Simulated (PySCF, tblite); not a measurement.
**C₃H₉O₂Si radical: geometry, infrared bands and EPR parameters**

Wanted: the infrared bands and EPR parameters of C₃H₉O₂Si radical (`C[CH][Si@H](O)OC`), by calculation.

Computed with tblite 0.8.0 and PySCF 2.14.0, with density-fitted response routines of our own, on a single molecule in the gas phase. Atoms are numbered from 0 throughout.

**1. Starting geometry**

15 atoms, charge 0, multiplicity 2; geometry from: force field or distance geometry start.

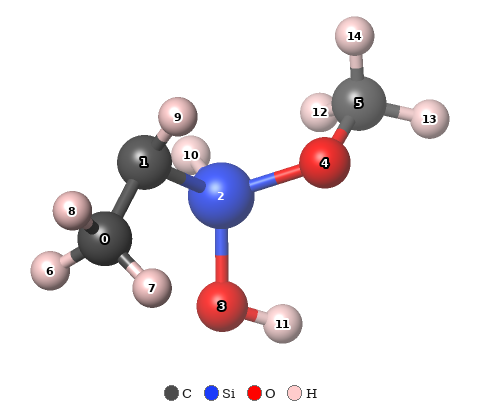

The starting geometry (carbon dark grey, silicon blue, oxygen red, hydrogen pink), atoms numbered; sticks join atoms by distance.

**2. Relaxing the molecule with GFN2-xTB**

Job settings and geometry (Å):

```
{"job": {"kind": "relax", "xc": "GFN2-xTB", "basis": "xTB"}, "charge": 0, "multiplicity": 2}
C     -2.544300     0.097800     0.146800
C     -1.296800     0.692300    -0.430800
Si     0.197100    -0.422000    -0.272000
O     -0.238800    -1.917500     0.392000
O      1.318700     0.320200     0.783200
C      2.539500     0.577300     0.138000
H     -3.016000    -0.667800    -0.513900
H     -2.444200    -0.287900     1.172100
H     -3.295500     0.930300     0.188100
H     -1.077100     1.685500     0.007200
H      0.761900    -0.640400    -1.622700
H      0.532100    -2.243800     0.940900
H      2.564200    -0.085200    -0.749100
H      3.405800     0.315300     0.808200
H      2.588900     1.653900    -0.118400
```

Started as:

```bash
$ OMP_NUM_THREADS=1 python probes_run.py task.json out
```

This one command runs all jobs of the session in turn.

The program printed:

```text
step      E/eV     max force
  0    -567.25581    2.313
  1    -567.53805    1.657
  2    -567.72677    0.961
  3    -567.80917    0.782
  4    -567.88090    0.661
  5    -567.92936    0.700
  6    -567.99462    0.719
  7    -568.03503    0.608
  8    -568.07080    0.458
  9    -568.09903    0.447
 10    -568.12054    0.445
 11    -568.13788    0.320
 12    -568.15006    0.241
 13    -568.15889    0.313
 14    -568.16984    0.370
 15    -568.18091    0.311
 16    -568.18709    0.177
 17    -568.19028    0.139
 18    -568.19255    0.151
 19    -568.19476    0.159
 20    -568.19743    0.117
 21    -568.19985    0.120
 22    -568.20181    0.110
 23    -568.20376    0.130
 24    -568.20623    0.143
 25    -568.20901    0.123
 26    -568.21176    0.129
 27    -568.21420    0.139
 28    -568.21643    0.130
 29    -568.21852    0.146
 30    -568.22058    0.147
 31    -568.22276    0.159
 32    -568.22561    0.162
 33    -568.22881    0.166
 34    -568.23182    0.159
 35    -568.23436    0.143
 36    -568.23674    0.137
 37    -568.23866    0.117
 38    -568.24072    0.105
 39    -568.24264    0.111
 40    -568.24499    0.140
 41    -568.24813    0.162
 42    -568.25166    0.164
 43    -568.25471    0.132
 44    -568.25732    0.140
 45    -568.25981    0.154
 46    -568.26245    0.186
 47    -568.26518    0.164
 48    -568.26818    0.129
 49    -568.26982    0.097
 50    -568.27222    0.096
 51    -568.27353    0.073
 52    -568.27441    0.078
 53    -568.27531    0.081
 54    -568.27673    0.113
 55    -568.27845    0.123
 56    -568.28003    0.085
 57    -568.28134    0.077
 58    -568.28254    0.090
 59    -568.28393    0.120
 60    -568.28534    0.096
 61    -568.28642    0.065
 62    -568.28726    0.071
 63    -568.28843    0.085
 64    -568.28959    0.090
 65    -568.29037    0.061
 66    -568.29075    0.050
 67    -568.29104    0.051
 68    -568.29146    0.072
 69    -568.29200    0.078
 70    -568.29251    0.060
 71    -568.29288    0.048
 72    -568.29317    0.046
 73    -568.29347    0.041
 74    -568.29380    0.040
 75    -568.29406    0.038
 76    -568.29424    0.036
 77    -568.29441    0.034
 78    -568.29462    0.032
 79    -568.29489    0.034
 80    -568.29521    0.034
 81    -568.29547    0.030
 82    -568.29563    0.024
 83    -568.29573    0.025
 84    -568.29581    0.024
 85    -568.29592    0.022
 86    -568.29609    0.029
 87    -568.29633    0.042
 88    -568.29666    0.051
 89    -568.29717    0.062
 90    -568.29793    0.081
 91    -568.29900    0.200
 92    -568.30012    0.082
 93    -568.29877    0.418
 94    -568.30202    0.074
 95    -568.30270    0.053
 96    -568.30267    0.308
 97    -568.30360    0.060
 98    -568.30391    0.046
 99    -568.30429    0.101
100    -568.30470    0.106
101    -568.30585    0.059
102    -568.30663    0.072
103    -568.30789    0.096
104    -568.30924    0.113
105    -568.30996    0.381
106    -568.31263    0.176
107    -568.30776    0.388
108    -568.31473    0.094
109    -568.31500    0.222
110    -568.31658    0.061
111    -568.31728    0.064
112    -568.31798    0.132
113    -568.31845    0.037
114    -568.31863    0.036
115    -568.31918    0.057
116    -568.31936    0.020
117    -568.31949    0.027
118    -568.31972    0.033
119    -568.31984    0.028
120    -568.31997    0.038
121    -568.32018    0.046
122    -568.32044    0.048
123    -568.32079    0.044
124    -568.32111    0.035
125    -568.32143    0.053
126    -568.32168    0.040
127    -568.32205    0.049
128    -568.32230    0.030
129    -568.32247    0.039
130    -568.32253    0.020
131    -568.32257    0.021
132    -568.32261    0.021
133    -568.32265    0.022
134    -568.32271    0.025
135    -568.32278    0.025
136    -568.32284    0.023
137    -568.32292    0.025
138    -568.32304    0.035
139    -568.32322    0.040
140    -568.32345    0.052
141    -568.32376    0.048
142    -568.32413    0.067
143    -568.32443    0.057
144    -568.32221    0.474
145    -568.32481    0.033
146    -568.32498    0.026
147    -568.32516    0.137
148    -568.32532    0.013
149    -568.32536    0.022
150    -568.32543    0.050
151    -568.32548    0.033
152    -568.32555    0.007
```

Run time: 0.89 s. Hardware: 1 thread of Arm Neoverse V1, shared host.

Step by step: (not every step is listed)

```tsv
step	energy from step 0 (eV)	largest force (eV/Å)
0	0.0000	2.3133
1	-0.2822	1.6571
2	-0.4710	0.9614
3	-0.5534	0.7821
4	-0.6251	0.6613
5	-0.6735	0.7000
6	-0.7388	0.7191
7	-0.7792	0.6077
8	-0.8150	0.4579
21	-0.9440	0.1200
34	-0.9760	0.1589
47	-1.0094	0.1638
60	-1.0295	0.0962
73	-1.0377	0.0415
86	-1.0403	0.0289
99	-1.0485	0.1007
112	-1.0622	0.1323
125	-1.0656	0.0533
138	-1.0672	0.0347
147	-1.0693	0.1372
148	-1.0695	0.0132
149	-1.0696	0.0217
150	-1.0696	0.0497
151	-1.0697	0.0327
152	-1.0697	0.0073
```

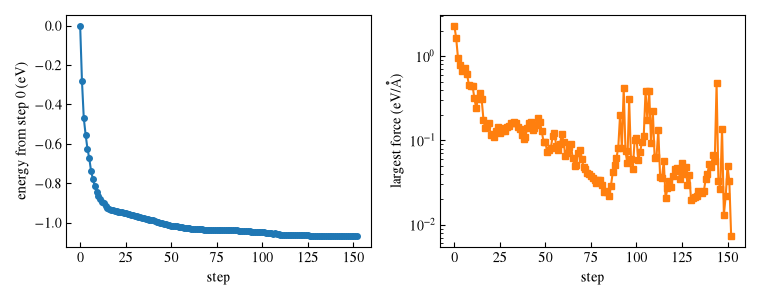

Energy and largest force along the relaxation.

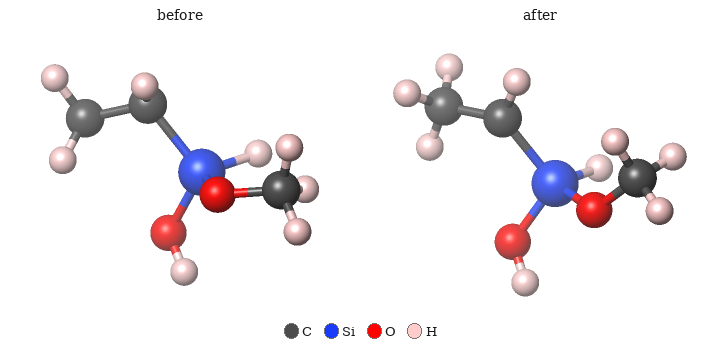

Before and after, at one scale.

Close pairs (by a distance rule), those that changed most:

```tsv
bond	before (Å)	after (Å)	change (Å)
Si2–O4	1.709	1.634	-0.075
Si2–O3	1.693	1.625	-0.068
O3–H11	1.001	0.953	-0.048
C5–H13	1.126	1.091	-0.035
C0–H8	1.122	1.092	-0.030
C1–H9	1.108	1.082	-0.025
C0–C1	1.498	1.477	-0.021
C0–H6	1.116	1.095	-0.020
```

The end geometry stands in the next job.

**3. Infrared spectrum with GFN2-xTB**

Job settings and geometry (Å):

```
{"job": {"kind": "ir", "xc": "GFN2-xTB", "basis": "xTB"}, "charge": 0, "multiplicity": 2}
C     -2.523469     0.268584     0.059615
C     -1.080993     0.562949    -0.060604
Si     0.225648    -0.748441    -0.126186
O     -0.258121    -1.983914     0.812854
O      1.664625    -0.298041     0.504445
C      2.495710     0.722387     0.055891
H     -3.026933     0.405494    -0.903626
H     -2.681666    -0.754760     0.386675
H     -3.004901     0.956453     0.758588
H     -0.840920     1.597316    -0.269695
H      0.452302    -1.249594    -1.493210
H      0.397959    -2.454014     1.320307
H      2.699562     0.621102    -1.013127
H      3.435746     0.661618     0.606510
H      2.041037     1.700849     0.231090
```

The program printed:

```text
mode    cm-1     km/mol
  1      62.8      0.88
  2      78.3      9.57
  3      86.4      5.52
  4     116.6      5.29
  5     129.0     45.10
  6     158.8     26.84
  7     192.6     31.57
  8     265.9     16.85
  9     301.7     42.18
 10     347.2      6.85
 11     492.8     44.13
 12     680.0     75.56
 13     708.7     58.06
 14     724.2    136.30
 15     767.2    143.66
 16     853.5    400.00
 17     908.3    175.64
 18     951.3      0.66
 19    1002.2     14.18
 20    1139.3      8.48
 21    1147.4     92.12
 22    1161.0    129.05
 23    1166.9     13.69
 24    1304.3      3.61
 25    1381.0      9.15
 26    1421.2      0.09
 27    1460.6      4.88
 28    1470.6      9.52
 29    1486.9      3.56
 30    1493.5      1.90
 31    2138.8    283.62
 32    2907.3     22.92
 33    2939.5     47.40
 34    2953.6     45.51
 35    2962.7     27.70
 36    2982.9     37.16
 37    3040.7     28.54
 38    3057.8     43.61
 39    3679.3     30.47
```

Run time: 0.41 s. Hardware: 1 thread of Arm Neoverse V1, shared host.

The strongest bands and the atoms that carry them (share of the mass-weighted mode):

```tsv
cm⁻¹	km/mol	atoms
680	75.6	H10 31 %, C1 24 %, O4 13 %
724	136.3	H10 71 %, O4 11 %
767	143.7	H11 25 %, Si2 22 %, C1 14 %
854	400.0	H11 47 %, Si2 23 %, O3 16 %
908	175.6	O3 42 %, Si2 39 %, H11 11 %
1147	92.1	C5 31 %, O4 28 %, H13 20 %, H14 11 %
1161	129.1	O4 33 %, C5 24 %, H13 22 %, H12 10 %
2139	283.6	H10 97 %
```

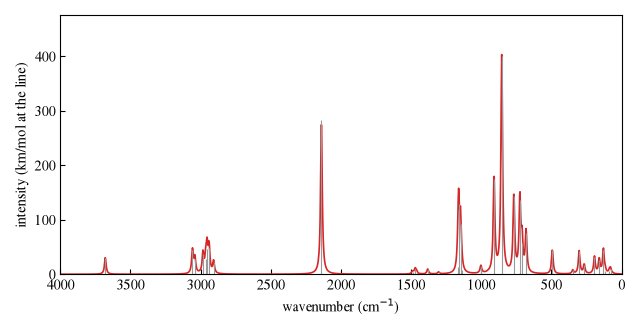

The infrared spectrum from these modes, unscaled. Lines are broadened to a width of 14 cm⁻¹ (Lorentzian).

**4. g tensor and hyperfine couplings: B3LYP/pcH-1**

Settings changed since step 3:

```diff
@@ -1,2 +1,2 @@
-{"job": {"kind": "ir", "xc": "GFN2-xTB", "basis": "xTB"}, "charge": 0, "multiplicity": 2}
+{"job": {"kind": "epr", "basis": "pcH-1"}, "charge": 0, "multiplicity": 2}
 C     -2.523469     0.268584     0.059615
```

With the program's defaults for keys left out, this is: UKS B3LYP, pcH-1 on C H O Si, non-relativistic, mean-field spin-orbit, GIAO.

The program printed:

```text
UKS, coarse grid
  cycle   1  E = -559.54290943  |g| = 7.51e-01
  cycle   2  E = -559.23176326  |g| = 1.19e+00
  cycle   3  E = -559.73533796  |g| = 8.60e-02
  cycle   4  E = -559.73759021  |g| = 4.63e-02
  cycle   5  E = -559.73858172  |g| = 9.68e-03
  cycle   6  E = -559.73861243  |g| = 4.94e-03
  cycle   7  E = -559.73862116  |g| = 1.13e-03
  cycle   8  E = -559.73862199  |g| = 3.96e-04
UKS, final grid
  cycle   1  E = -559.73860011  |g| = 3.59e-04
  cycle   2  E = -559.73860010  |g| = 4.29e-04
  cycle   3  E = -559.73860017  |g| = 5.97e-05
  cycle   4  E = -559.73860018  |g| = 1.91e-05
E = -559.73860018 Eh   <S^2> = 0.7533 (exact 0.7500)
g shifts (ppm)      1          2          3
  rmc          -128       -128       -128
  gc              2         26         27
  oz_so          -4        290        756
  total        -130        188        655
hyperfine (MHz)  atom isotope    a_iso     a_fc   dipolar eigenvalues
    0   13C     -30.43     -30.44     -3.10      0.97      2.13
    1   13C      85.95      86.07    -75.20    -74.37    149.57
    2  29Si      47.39      47.43     -2.66     -0.08      2.75
    3   17O      -3.33      -3.32     -2.46      0.98      1.48
    4   17O      -6.13      -6.13     -1.86      0.86      0.99
    5   13C      -0.21      -0.21     -0.40     -0.36      0.77
    6    1H     145.89     145.89     -5.71     -3.02      8.73
    7    1H       7.43       7.43     -4.59     -3.99      8.57
    8    1H      88.59      88.59     -5.21     -3.90      9.11
    9    1H     -54.99     -55.00    -35.74     -0.74     36.48
   10    1H      39.80      39.80     -3.97     -1.25      5.22
   11    1H      -1.34      -1.35     -1.90     -1.62      3.52
   12    1H      -0.04      -0.04     -1.21     -1.11      2.32
   13    1H       0.54       0.54     -0.79     -0.77      1.56
   14    1H       0.26       0.26     -1.93     -1.75      3.68
```

It took 55 s on 1 thread of Arm Neoverse V1, shared host; peak memory 0.87 GiB.

Principal g values 2.00219, 2.00251, 2.00297; g(iso) = 2.00256, against 2.00232 for a free electron.

Mean a(iso) over the nuclei that a row names, and the largest dipolar term of the row (other rows stand at the frozen geometry):

```tsv
nuclei	isotope	a(iso) (MHz)	a(iso) (G, at g = 2.0023)	largest dipolar term (MHz)
C1	13C	86.0	30.7	149.6
H6, H7, H8	1H	80.6	28.8	9.1
H9	1H	-55.0	-19.6	36.5
Si2	29Si	47.4	16.9	2.7
H10	1H	39.8	14.2	5.2
C0	13C	-30.4	-10.9	-3.1
O4	17O	-6.1	-2.2	-1.9
O3	17O	-3.3	-1.2	-2.5
H11	1H	-1.3	-0.5	3.5
H12, H13, H14	1H	0.3	0.1	3.7
C5	13C	-0.2	-0.1	0.8
```

Mulliken spin populations:

C0 -0.08; C1 1.00; Si2 0.01; O3 0.00; O4 0.00; C5 0.00; H6 0.06; H7 0.00; H8 0.03; H9 -0.04; H10 0.02; H11 0.00; H12 0.00; H13 0.00; H14 0.00

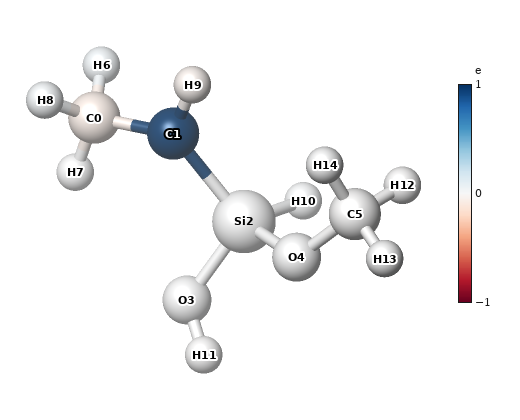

Mulliken spin populations, as colours on the atoms.

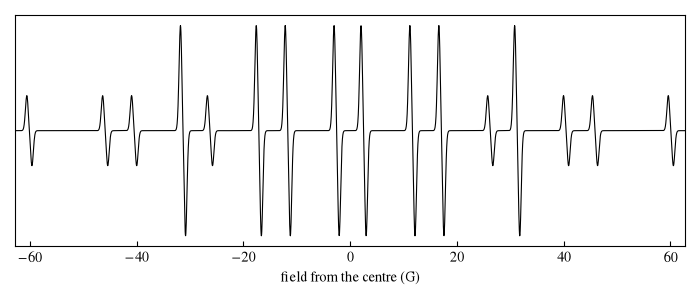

First-order isotropic spectrum (first derivative, main isotopes with spin only, couplings over 0.8 MHz, Gaussian width 0.3 G; couplings of the frozen geometry, rotation of groups not averaged beyond the rows shown).

Orbitals, density, ELF and potential are computed afterwards from the orbital file.

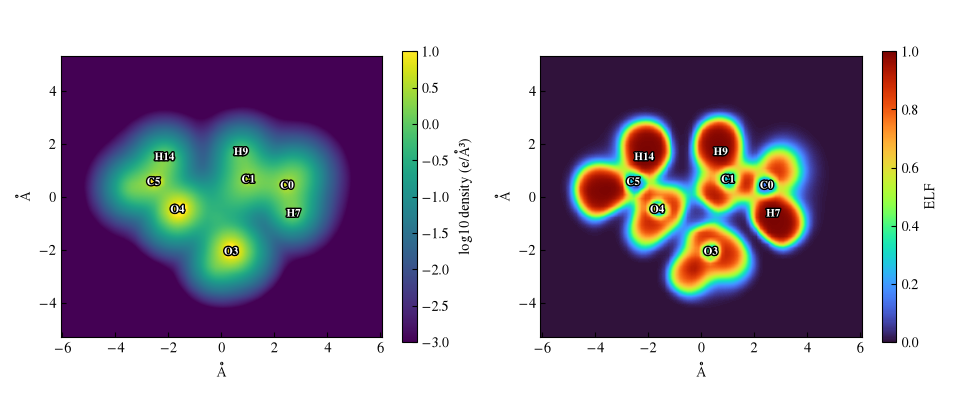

Density (left) and ELF (right) in a plane through or near 8 of the atoms.

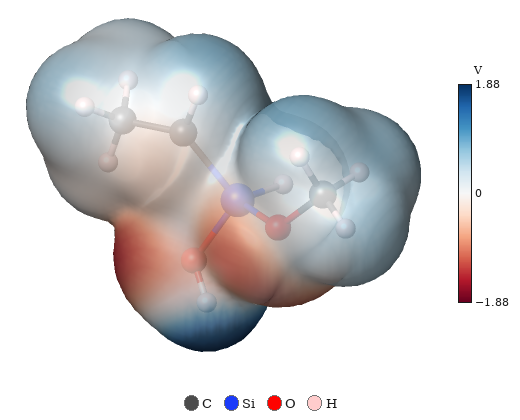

The potential that a unit positive charge feels on the 0.002 e/bohr³ surface, from -1.41 V near O3 to 1.88 V near H11.

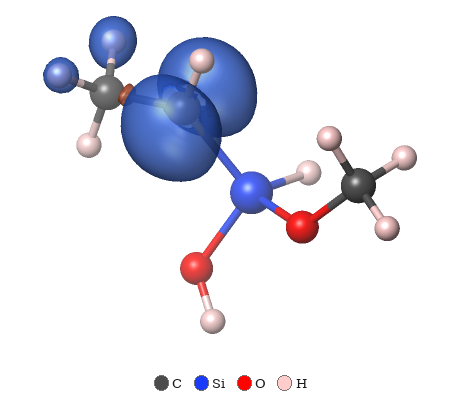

Spin density at ±0.04 e/Å³ (alpha excess blue, beta excess red).

**5. What came out**

```
                                                                  quantity                 value
                                 strongest single infrared mode (GFN2-xTB)  854 cm⁻¹, 400 km/mol
                                              zero-point energy (GFN2-xTB)         71.7 kcal/mol
                                                            g(iso) (B3LYP)               2.00256
                                                                      ⟨S²⟩    0.753 (exact 0.75)
                                        largest a(iso) (averaged by class)   13C on C1, 86.0 MHz
potential on the surface of density 0.002 e/bohr³, 1st and 99th percentile    -1.41 V and 1.88 V
```

In words: The optimisation took 152 steps and gained 1.070 eV; among the close pairs (by a distance rule), Si2–O4 changed most, from 1.709 to 1.634 Å. No mode is imaginary among the 39: a minimum at this level. The strongest single mode, at 854 cm⁻¹, is carried by H11, Si2, O3. GFN2-xTB is a fitted tight-binding method: band positions and strengths are rough. Its intensities can rank the bands wrongly. C1 carries the largest spin population, 1.00 e. The isotropic g lies 0.2 ppt above the free-electron value. These values are for one conformer; the search (at its own cheap level) found 2 more, at 1.20, 1.95 kcal/mol, and measured spectra average over such forms.
